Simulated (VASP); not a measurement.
# SbRh under strain, part 4 of 4

Aim: follow the pressure of SbRh through compression, expansion and shear. All runs use PBEsol. Left out of this account: 1 further run (self-consistent run: a reference on another mesh). The start is a cell from a database of measured crystal structures.

VASP 6.6.1; PBEsol; plane waves and PAW (Sb, Rh_pv).

Still holding for the runs below: Spin-orbit coupling is off here; with elements this heavy it splits and shifts levels by tenths of an eV or more.

So far, pressure (GPa): step 2 (bands, cell as listed) -0.497; step 3 (cell volume +4.0 %) -6.37; step 4 (cell volume +8.0 %) -11.0; step 5 (bands, sheared, principal strains -2.2, -0.9, +3.1 %) 0.0615; step 6 (cell volume -4.0 %) 6.99.

## (7) Bands, volume times 0.92

The cell is scaled evenly once more. A prediction first. A parabola through the 4 pressures of evenly scaled cells so far, P = -0.47 -166.4 t +395 t² GPa with t = ln(V/V₁) and V₁ the volume at scale 1, gives 16.15 GPa at t = -0.0834.

INCAR

```
SYSTEM = SbRh
PREC = Accurate
ENCUT = 400
EDIFF = 1E-06
NELM = 100
ISMEAR = -1
SIGMA = 0.05
LREAL = .FALSE.
ALGO = Normal
GGA = PS
NBANDS = 61
LASPH = .TRUE.
LORBIT = 11
LWAVE = .FALSE.
LCHARG = .FALSE.
KPAR = 8
```

POSCAR

```
SbRh
1.0
    5.8081059524      0.0000000000      0.0000000000
    0.0000000000      3.7562353057      0.0000000000
    0.0000000000      0.0000000000      6.1508462548
Sb Rh
4 4
Direct
    0.1949000000      0.2500000000      0.5915000000
    0.3051000000      0.7500000000      0.0915000000
    0.6949000000      0.2500000000      0.9085000000
    0.8051000000      0.7500000000      0.4085000000
    0.0053000000      0.2500000000      0.1942000000
    0.4947000000      0.7500000000      0.6942000000
    0.5053000000      0.2500000000      0.3058000000
    0.9947000000      0.7500000000      0.8058000000
```

KPOINTS

```
Automatic mesh
0
Gamma
5 8 5
0 0 0
```

KPOINTS_OPT

```
Line mode
12
Line-mode
Reciprocal
  0.00000000   0.00000000   0.00000000 GAMMA
  0.00000000  -0.50000000   0.00000000 X

  0.00000000  -0.50000000   0.00000000 X
 -0.50000000  -0.50000000   0.00000000 S

 -0.50000000  -0.50000000   0.00000000 S
 -0.50000000   0.00000000   0.00000000 Y

 -0.50000000   0.00000000   0.00000000 Y
  0.00000000   0.00000000   0.00000000 GAMMA

  0.00000000   0.00000000   0.00000000 GAMMA
  0.00000000   0.00000000  -0.50000000 Z

  0.00000000   0.00000000  -0.50000000 Z
  0.00000000  -0.50000000  -0.50000000 U

  0.00000000  -0.50000000  -0.50000000 U
 -0.50000000  -0.50000000  -0.50000000 R

 -0.50000000  -0.50000000  -0.50000000 R
 -0.50000000   0.00000000  -0.50000000 T

 -0.50000000   0.00000000  -0.50000000 T
  0.00000000   0.00000000  -0.50000000 Z

 -0.50000000   0.00000000   0.00000000 Y
 -0.50000000   0.00000000  -0.50000000 T

  0.00000000  -0.50000000  -0.50000000 U
  0.00000000  -0.50000000   0.00000000 X

 -0.50000000  -0.50000000   0.00000000 S
 -0.50000000  -0.50000000  -0.50000000 R
```

Potentials, in the order of the species: Sb and Rh_pv (PBE family, release 64).

Run with:

```console
$ mpirun -np 8 vasp_std
```

What it wrote:

```text
[... set-up lines as in an earlier step ...]
 entering main loop
       N       E                     dE             d eps       ncg     rms          rms(c)
DAV:   1     0.753523275279E+03    0.75352E+03   -0.36558E+04  6226   0.107E+03
DAV:   2    -0.206045356172E+02   -0.77413E+03   -0.73409E+03  6187   0.354E+02
DAV:   3    -0.547915851247E+02   -0.34187E+02   -0.33414E+02  6217   0.791E+01
DAV:   4    -0.553297495492E+02   -0.53816E+00   -0.53742E+00  6094   0.103E+01
DAV:   5    -0.553417147411E+02   -0.11965E-01   -0.11965E-01  6213   0.164E+00    0.215E+01
DAV:   6    -0.546095272049E+02    0.73219E+00   -0.20924E+00  6068   0.907E+00    0.917E+00
DAV:   7    -0.544224394899E+02    0.18709E+00   -0.54611E-01  5766   0.470E+00    0.593E+00
DAV:   8    -0.543228618441E+02    0.99578E-01   -0.29029E-01  6106   0.328E+00    0.343E-01
DAV:   9    -0.543220723729E+02    0.78947E-03   -0.80612E-03  5874   0.392E-01    0.203E-01
DAV:  10    -0.543216343701E+02    0.43800E-03   -0.12565E-03  6012   0.197E-01    0.311E-02
DAV:  11    -0.543216239706E+02    0.10400E-04   -0.10019E-04  5998   0.547E-02    0.156E-02
DAV:  12    -0.543216253529E+02   -0.13823E-05   -0.11093E-05  6048   0.197E-02    0.855E-03
DAV:  13    -0.543216240842E+02    0.12687E-05   -0.12417E-06  3356   0.700E-03    0.291E-03
DAV:  14    -0.543216237633E+02    0.32090E-06   -0.13419E-07  3285   0.216E-03
   1 F= -.54321624E+02 E0= -.54309767E+02  d E =-.237142E-01
 Start KPOINTS_OPT (optional k-point list driver)
k-point batch [1-45\144]
       N       E                     dE             ncg
DAV:   1     0.187199367748E+05   -0.44728E+05     6210
DAV:   2    -0.156881889499E+05   -0.34408E+05     6230
DAV:   3    -0.171763845263E+05   -0.14882E+04     6177
DAV:   4    -0.172003977755E+05   -0.24013E+02     6102
DAV:   5    -0.172009710248E+05   -0.57325E+00     6560
DAV:   6    -0.172009936834E+05   -0.22659E-01     6153
DAV:   7    -0.172009949829E+05   -0.12995E-02     6386
DAV:   8    -0.172009950637E+05   -0.80802E-04     5571
DAV:   9    -0.172009950673E+05   -0.35244E-05     3994
DAV:  10    -0.172009950677E+05   -0.43041E-06     3388
[...]
k-point batch [136-144\144]
       N       E                     dE             ncg
DAV:   1     0.596388476941E+05   -0.17091E+05     1250
DAV:   2     0.527941029585E+05   -0.68447E+04     1228
DAV:   3     0.525042813071E+05   -0.28982E+03     1228
DAV:   4     0.525000997297E+05   -0.41816E+01     1158
DAV:   5     0.524999917174E+05   -0.10801E+00     1251
DAV:   6     0.524999871424E+05   -0.45750E-02     1181
DAV:   7     0.524999868713E+05   -0.27105E-03     1307
DAV:   8     0.524999868536E+05   -0.17730E-04     1109
DAV:   9     0.524999868531E+05   -0.50353E-06      728
```

The job ended after 3.4 min (8 MPI ranks of AMD EPYC 7571, shared host; peak memory 3.6 GiB; 27 min of CPU time).

OUTCAR, selected parts (step 7):

```text
   ENCUT  =  400.0 eV  29.40 Ry    5.42 a.u.   9.47  6.13 10.03*2*pi/ulx,y,z

   NELECT =      80.0000    total number of electrons

 E-fermi :  12.6237

 k-point     1 :       0.0000    0.0000    0.0000
  band No.  band energies     occupation
    ...
     36      10.3445      2.00000
     37      10.4098      2.00000
     38      10.5047      2.00000
     39      11.1865      2.00000
     40      11.9430      2.00000
     41      13.6115      0.00000
     42      13.6593      0.00000
     43      14.8509      0.00000
     44      15.1978      0.00000
     45      15.3220      0.00000
    ...

  Total       14.3725626     13.9189371     13.2146528      0.0000000      0.0000000      0.0000000
  in kB      171.6020997    166.1860105    157.7771649      0.0000000      0.0000000      0.0000000
  external PRESSURE =     165.1884250 kB  Pullay stress =       0.0000000 kB

 POSITION                                       TOTAL-FORCE (eV/Angst)
 -----------------------------------------------------------------------------------
      1.13200      0.93906      3.63823        -0.128392     -0.000000      0.112271
      1.77205      2.81718      0.56280         0.128392      0.000000      0.112271
      4.03605      0.93906      5.58804        -0.128392     -0.000000     -0.112271
      4.67611      2.81718      2.51262         0.128392      0.000000     -0.112271
      0.03078      0.93906      1.19449         0.285108     -0.000000     -0.276000
      2.87327      2.81718      4.26992        -0.285108      0.000000     -0.276000
      2.93484      0.93906      1.88093         0.285108     -0.000000      0.276000
      5.77732      2.81718      4.95635        -0.285108      0.000000      0.276000
 -----------------------------------------------------------------------------------
    total drift:                                0.000000      0.000000      0.000000

  FREE ENERGIE OF THE ION-ELECTRON SYSTEM (eV)
  ---------------------------------------------------
  free  energy   TOTEN  =       -54.3216237633 eV

  energy  without entropy=      -54.2979095937  energy(sigma->0) =      -54.30976668

[... 4 parts as in an earlier step ...]

[... 12 further parts left out ...]
```

Numbers from this step:

* free energy (TOTEN): -54.3216 eV
* energy at zero smearing: -54.3098 eV
* Fermi energy: 12.62 eV
* pressure: 16.52 GPa

The electronic bands at the labelled points (eV, zero at the Fermi level; # counts the bands kept, so #1 is VASP's band 17):

```csv
point,#21,#22,#23,#24,#25,#26,#27,#28
Γ,-2.21,-2.12,-1.44,-0.68,0.99,1.04,2.23,2.57
X,-1.99,-1.99,-1.74,-1.74,-0.05,-0.05,1.75,1.75
S,-1.64,-1.64,-1.64,-1.64,0.58,0.58,0.58,0.58
Y,-1.91,-1.91,0.02,0.02,0.85,0.85,2.10,2.10
Γ,-2.21,-2.12,-1.44,-0.68,0.99,1.04,2.23,2.57
Z,-1.71,-1.71,0.13,0.13,0.50,0.50,1.66,1.66
U,-2.05,-2.05,-1.91,-1.91,0.45,0.45,1.05,1.05
R,-1.86,-1.86,-1.86,-1.86,2.13,2.13,2.13,2.13
T,-1.36,-1.36,0.38,0.38,1.65,1.65,2.06,2.06
Z,-1.71,-1.71,0.13,0.13,0.50,0.50,1.66,1.66
jump to Y,-1.91,-1.91,0.02,0.02,0.85,0.85,2.10,2.10
T,-1.36,-1.36,0.38,0.38,1.65,1.65,2.06,2.06
jump to U,-2.05,-2.05,-1.91,-1.91,0.45,0.45,1.05,1.05
X,-1.99,-1.99,-1.74,-1.74,-0.05,-0.05,1.75,1.75
jump to S,-1.64,-1.64,-1.64,-1.64,0.58,0.58,0.58,0.58
R,-1.86,-1.86,-1.86,-1.86,2.13,2.13,2.13,2.13
```

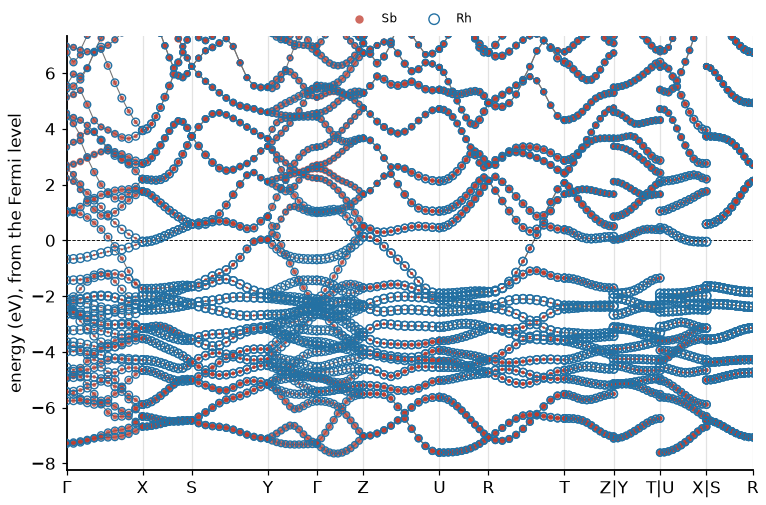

Electronic bands along the path; dots are coloured as in the legend, and their area grows with the weight.

Force by atom:

```csv
atom,x (eV/Å),y (eV/Å),z (eV/Å),size
Sb1,-0.128,0.000,0.112,0.171
Sb2,0.128,0.000,0.112,0.171
Sb3,-0.128,0.000,-0.112,0.171
Sb4,0.128,0.000,-0.112,0.171
Rh5,0.285,0.000,-0.276,0.397
Rh6,-0.285,0.000,-0.276,0.397
Rh7,0.285,0.000,0.276,0.397
Rh8,-0.285,0.000,0.276,0.397
```

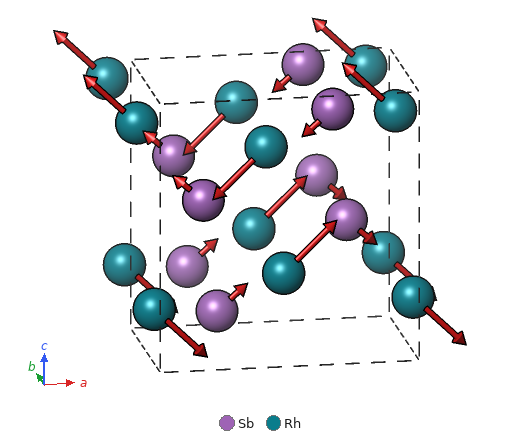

Force as arrows, the longest 0.397 eV/Å. 1×2×1 cells are drawn. Some periodic images of atoms are drawn too.

 The pressure is 16.52 GPa. The parabola predicted 16.15 GPa, -0.37 GPa off.

## (8) Bands, atoms displaced by up to 0.23 Å

The atoms are moved off their sites at random, as a crude picture of disorder.

INCAR is that of step 7.

POSCAR

```
SbRh
1.0
    5.9718000000      0.0000000000      0.0000000000
    0.0000000000      3.8621000000      0.0000000000
    0.0000000000      0.0000000000      6.3242000000
Sb Rh
4 4
Direct
    0.1878120000      0.2550950000      0.6062220000
    0.3153050000      0.7493840000      0.0954950000
    0.6989430000      0.2022910000      0.9008540000
    0.8065700000      0.7486960000      0.4140600000
   -0.0228960000      0.2126290000      0.2047140000
    0.5180640000      0.7303900000      0.6926780000
    0.5051750000      0.2522980000      0.3051640000
    0.9996360000      0.7317000000      0.7967810000
```

KPOINTS is that of step 7.

KPOINTS_OPT is that of step 7.

Run with:

```console
$ mpirun -np 8 vasp_std
```

What it wrote:

```text
[... set-up lines as in an earlier step ...]
 entering main loop
       N       E                     dE             d eps       ncg     rms          rms(c)
DAV:   1     0.723575236004E+03    0.72358E+03   -0.36749E+04 13954   0.106E+03
DAV:   2    -0.218140924871E+02   -0.74539E+03   -0.70702E+03 13962   0.344E+02
DAV:   3    -0.547278784940E+02   -0.32914E+02   -0.32078E+02 13778   0.762E+01
DAV:   4    -0.552553242263E+02   -0.52745E+00   -0.52648E+00 13765   0.100E+01
DAV:   5    -0.552666579313E+02   -0.11334E-01   -0.11333E-01 13828   0.159E+00    0.180E+01
DAV:   6    -0.545234768740E+02    0.74318E+00   -0.22838E+00 13796   0.924E+00    0.747E+00
DAV:   7    -0.543356615324E+02    0.18782E+00   -0.64757E-01 12942   0.505E+00    0.548E+00
DAV:   8    -0.542317172204E+02    0.10394E+00   -0.36116E-01 13662   0.383E+00    0.903E-01
DAV:   9    -0.542222258151E+02    0.94914E-02   -0.33818E-02 13644   0.225E+00    0.391E-01
DAV:  10    -0.542206188454E+02    0.16070E-02   -0.39579E-03 13483   0.499E-01    0.195E-01
DAV:  11    -0.542205091079E+02    0.10974E-03   -0.13109E-03 13377   0.356E-01    0.113E-01
DAV:  12    -0.542203397001E+02    0.16941E-03   -0.40576E-04 13432   0.280E-01    0.243E-02
DAV:  13    -0.542203399373E+02   -0.23720E-06   -0.48271E-05 13344   0.474E-02    0.106E-02
DAV:  14    -0.542203401587E+02   -0.22136E-06   -0.40018E-06 13008   0.158E-02
   1 F= -.54220340E+02 E0= -.54206118E+02  d E =-.284439E-01
 Start KPOINTS_OPT (optional k-point list driver)
k-point batch [1-101\144]
       N       E                     dE             ncg
DAV:   1     0.310992547534E+05   -0.10741E+06    13962
DAV:   2    -0.441790043381E+05   -0.75278E+05    13978
DAV:   3    -0.475108225131E+05   -0.33318E+04    13901
DAV:   4    -0.475660609440E+05   -0.55238E+02    13659
DAV:   5    -0.475673023973E+05   -0.12415E+01    14616
DAV:   6    -0.475673515671E+05   -0.49170E-01    13812
DAV:   7    -0.475673543519E+05   -0.27849E-02    14556
DAV:   8    -0.475673545108E+05   -0.15890E-03    12273
DAV:   9    -0.475673545172E+05   -0.63688E-05     8504
DAV:  10    -0.475673545182E+05   -0.10044E-05     7782
DAV:  11    -0.475673545186E+05   -0.37579E-06     7537
k-point batch [102-144\144]
       N       E                     dE             ncg
DAV:   1     0.909915040282E+05   -0.59659E+05     5950
DAV:   2     0.589677217415E+05   -0.32024E+05     6009
DAV:   3     0.575535218633E+05   -0.14142E+04     5885
DAV:   4     0.575307673199E+05   -0.22755E+02     5759
DAV:   5     0.575302390187E+05   -0.52830E+00     6254
DAV:   6     0.575302180858E+05   -0.20933E-01     5857
DAV:   7     0.575302169104E+05   -0.11754E-02     6207
DAV:   8     0.575302168473E+05   -0.63054E-04     4969
DAV:   9     0.575302168445E+05   -0.28283E-05     3480
DAV:  10     0.575302168440E+05   -0.45785E-06     3272
```

Wall time 5.1 min (8 MPI ranks); peak memory 6.4 GiB; 41 min of CPU time.

OUTCAR, selected parts (step 8):

```text
   NELECT =      80.0000    total number of electrons

 E-fermi :  11.1111

 k-point     1 :       0.0000    0.0000    0.0000
  band No.  band energies     occupation
    ...
     36       9.0735      2.00000
     37       9.3109      2.00000
     38       9.3950      2.00000
     39       9.8736      2.00000
     40      10.6565      1.99977
     41      11.9385      0.00000
     42      12.0731      0.00000
     43      13.2989      0.00000
     44      13.4455      0.00000
     45      13.8770      0.00000
    ...

  Total        1.9566710      4.0617609      2.2036986      0.7144429      0.6245873     -1.1554301
  in kB       21.4928511     44.6159935     24.2063001      7.8477249      6.8607151    -12.6917027
  external PRESSURE =      30.1050483 kB  Pullay stress =       0.0000000 kB

 POSITION                                       TOTAL-FORCE (eV/Angst)
 -----------------------------------------------------------------------------------
      1.12158      0.98520      3.83387         1.431885     -1.028269     -1.345651
      1.88294      2.89420      0.60393        -0.843343     -0.221384     -0.151974
      4.17395      0.78127      5.69718        -0.042465      1.416684      0.573534
      4.81667      2.89154      2.61860        -0.045288     -1.063927     -0.540040
      5.83507      0.82119      1.29465         1.814900      1.001159     -0.744176
      3.09377      2.82084      4.38063        -1.734434     -0.566854      0.147373
      3.01680      0.97440      1.92992        -0.587123     -0.014581      0.598536
      5.96963      2.82590      5.03900         0.005867      0.477173      1.462399
 -----------------------------------------------------------------------------------
    total drift:                                0.000763     -0.000236     -0.000130

  FREE ENERGIE OF THE ION-ELECTRON SYSTEM (eV)
  ---------------------------------------------------
  free  energy   TOTEN  =       -54.2203401587 eV

  energy  without entropy=      -54.1918962827  energy(sigma->0) =      -54.20611822

[... 5 parts as in an earlier step ...]

[... 12 further parts left out ...]
```

This step gave:

| Quantity | Value |
| --- | --- |
| irreducible k-points | 101 |
| symmetry operations | 1 |
| free energy (TOTEN) | -54.2203 eV |
| energy at zero smearing | -54.2061 eV |
| Fermi energy | 11.11 eV |
| pressure | 3.011 GPa |

The electronic bands at the labelled points (eV, zero at the Fermi level; # counts the bands kept, so #1 is VASP's band 17):

```csv
point,#21,#22,#23,#24,#25,#26,#27,#28
Γ,-1.80,-1.72,-1.24,-0.45,0.83,0.96,2.19,2.33
X,-1.82,-1.67,-1.50,-1.41,-0.04,0.02,1.67,1.82
S,-1.51,-1.46,-1.34,-1.34,0.23,0.33,0.57,0.64
Y,-1.70,-1.60,-0.15,0.30,0.76,1.01,1.85,2.00
Γ,-1.80,-1.72,-1.24,-0.45,0.83,0.96,2.19,2.33
Z,-1.24,-1.21,0.08,0.16,0.47,0.73,1.31,1.46
U,-1.83,-1.79,-1.63,-1.57,0.18,0.51,0.74,0.80
R,-1.75,-1.70,-1.63,-1.55,1.55,1.75,1.84,1.96
T,-1.01,-0.98,0.32,0.37,1.43,1.61,1.94,1.98
Z,-1.24,-1.21,0.08,0.16,0.47,0.73,1.31,1.46
jump to Y,-1.70,-1.60,-0.15,0.30,0.76,1.01,1.85,2.00
T,-1.01,-0.98,0.32,0.37,1.43,1.61,1.94,1.98
jump to U,-1.83,-1.79,-1.63,-1.57,0.18,0.51,0.74,0.80
X,-1.82,-1.67,-1.50,-1.41,-0.04,0.02,1.67,1.82
jump to S,-1.51,-1.46,-1.34,-1.34,0.23,0.33,0.57,0.64
R,-1.75,-1.70,-1.63,-1.55,1.55,1.75,1.84,1.96
```

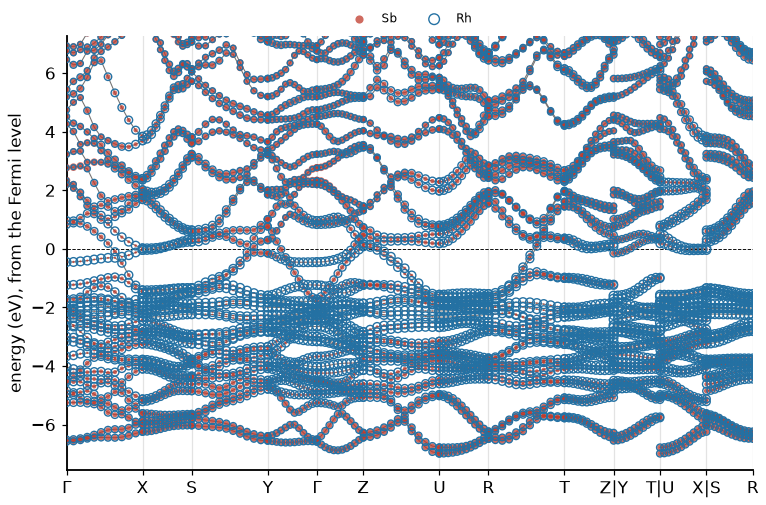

Electronic bands along the path; dots are coloured as in the legend, and their area grows with the weight.

Force by atom:

```csv
atom,x (eV/Å),y (eV/Å),z (eV/Å),size
Sb1,1.43,-1.03,-1.35,2.22
Sb2,-0.84,-0.22,-0.15,0.89
Sb3,-0.04,1.42,0.57,1.53
Sb4,-0.05,-1.06,-0.54,1.19
Rh5,1.81,1.00,-0.74,2.20
Rh6,-1.73,-0.57,0.15,1.83
Rh7,-0.59,-0.01,0.60,0.84
Rh8,0.01,0.48,1.46,1.54
```

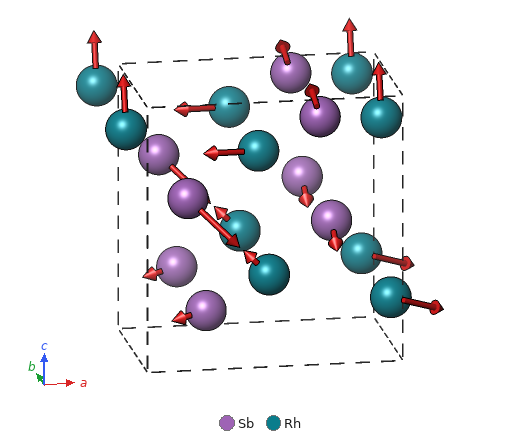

Force as arrows, the longest 2.22 eV/Å. 1×2×1 cells are drawn. Some periodic images of atoms are drawn too.

 The pressure is 3.01 GPa, and the symmetry operations fall from 8 to 1.

## (9) Side by side

| cell | mesh | pressure (GPa) | gap (eV) |
| --- | --- | --- | --- |
| cell as listed | 5×8×5 | -0.50 | none |
| volume times 1.04 | 5×8×5 | -6.37 | none |
| volume times 1.08 | 5×8×5 | -10.95 | none |
| sheared, principal strains -2.2, -0.9, +3.1 % | 5×8×5 | 0.06 | none |
| volume times 0.96 | 5×8×5 | 6.99 | none |
| volume times 0.92 | 5×8×5 | 16.52 | none |
| atoms displaced by up to 0.23 Å | 5×8×5 | 3.01 | none |

## (10) Summary of results

```
pressure, cell as listed                                    : -0.497 GPa
pressure, volume times 1.04                                 : -6.37 GPa
pressure, volume times 1.08                                 : -11.0 GPa
pressure, sheared, principal strains -2.2, -0.9, +3.1 %     : 0.0615 GPa
pressure, volume times 0.96                                 : 6.99 GPa
pressure, volume times 0.92                                 : 16.5 GPa
pressure, atoms displaced by up to 0.23 Å                   : 3.01 GPa
bulk modulus at the listed volume, shape and positions held : 168 GPa
```

What this shows: The slope of pressure against ln V at the listed volume gives a bulk modulus of 168 GPa at fixed shape and positions, an upper bound since the atoms bear forces. The atoms were not relaxed in the changed cells. Spin-orbit coupling is left out, and with elements this heavy it would split and shift bands near the Fermi level.

[Lines on the potential files, build, host, timing and source positions are cut from VASP's logs without a mark.]

[Logs are printed without paths, hosts, clocks, repeated set-up lines and the standing remarks that a program may print on its own settings, such as how far it seeks lower states.]

[Hosts, paths, dates, database ids (printed as entryN), source tags and the programs' standing remarks are cut or masked in the printed files.]

[A measured line is paired with the nearest computed mode of its activity, which favours agreement.]
